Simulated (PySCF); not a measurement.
# C$_{4}$H$_{4}$Cl$_{3}$GaO$_{2}$ (SMILES ClC(Cl)(Cl)C1=C[O][GaH2-][O+]=C1): what the fields show

Input file:

```
{"job": {"kind": "uv", "xc": "CAM-B3LYP", "basis": "def2-SVPD", "ip": true}, "charge": 0, "multiplicity": 1}
Cl    -2.756237    -1.818232     0.178699
C     -2.106522    -0.164683     0.249708
Cl    -2.919845     0.802394    -1.029167
Cl    -2.576873     0.541444     1.834511
C     -0.614796    -0.105965     0.076355
C      0.161180    -1.248872    -0.168865
O      1.410012    -1.288059    -0.334688
Ga     2.672830     0.207182    -0.312783
O      1.187530     1.458698     0.033811
C     -0.027760     1.177195     0.153423
H     -0.360520    -2.217300    -0.224771
H      3.130209     0.456322    -1.781910
H      3.491426     0.102931     1.009531
H     -0.704810     2.030403     0.339017
```

Command:

```sh
OMP_NUM_THREADS=1 python probes_run.py task.json out
```

Geometry: PBE0-D3(BJ)/def2-SVP.

The calculation used PySCF, CAM-B3LYP/def2-SVPD, SCF density, gas phase.

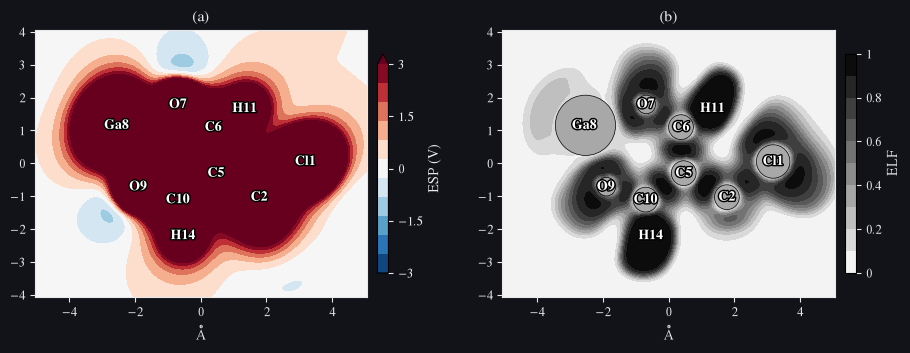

Figure 1. (a) molecular electrostatic potential; (b) electron localisation function on the plane of atoms C5, C10 and O9. Grey discs cover the atomic cores in the ELF map.

**Describe what can be read from this map.**

The section cuts through Cl, C, O, Ga and H sites. C–O (1.25 Å): the ELF peaks at about 0.85 between the atoms; a polar covalent bond. C–C (1.40 Å): the ELF peaks at about 0.95 between the atoms; a covalent bond. C–Cl (1.78 Å): the ELF peaks at about 0.90 between the atoms; localised, covalent bonding. Ga–O (1.96 Å): the ELF peaks at about 0.90 in the valence shell of O, 0.6 Å from its nucleus, and is about 0.20 at the midpoint. C–H (1.10 Å): the ELF climbs to about 1 towards the hydrogen, as it does in any bond to H: an ordinary covalent bond to hydrogen. The ELF also peaks beside O9, Cl1 and O7, away from the bonds: lone-pair regions. Outside the dense part of the molecule the potential is most negative (−1.0 V) near O7.

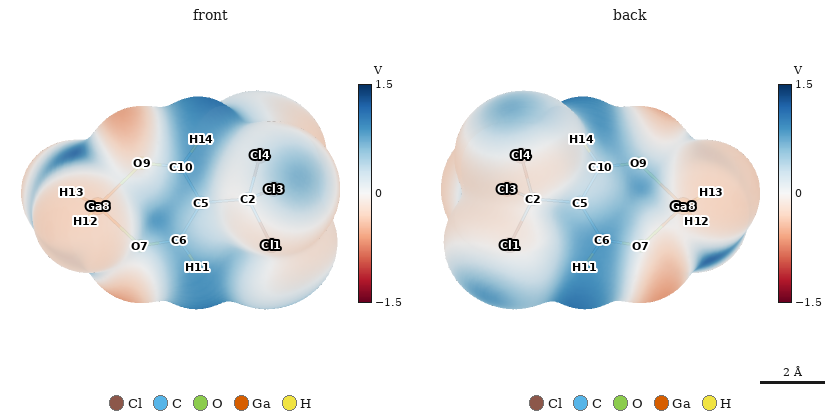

Figure 2. The electrostatic potential painted on the density surface at 0.001 e/bohr³, seen from the front and from behind; red is negative and blue positive.

**Where is the surface potential most negative and most positive?**

The most negative region (about −0.6 V) lies over O7 and O9, the most positive (about +1.1 V) over Ga8, H11 and H14. Cl1 shows a σ-hole: about +0.8 V at the tip opposite its bond, against about 0.0 V on its flanks. Cl3 shows a σ-hole: about +0.7 V at the tip opposite its bond, against about 0.0 V on its flanks. Cl4 shows a σ-hole: about +0.7 V at the tip opposite its bond, against about +0.1 V on its flanks.

**What dipole moment does the calculation give?**

Its dipole moment is 0.64 D.
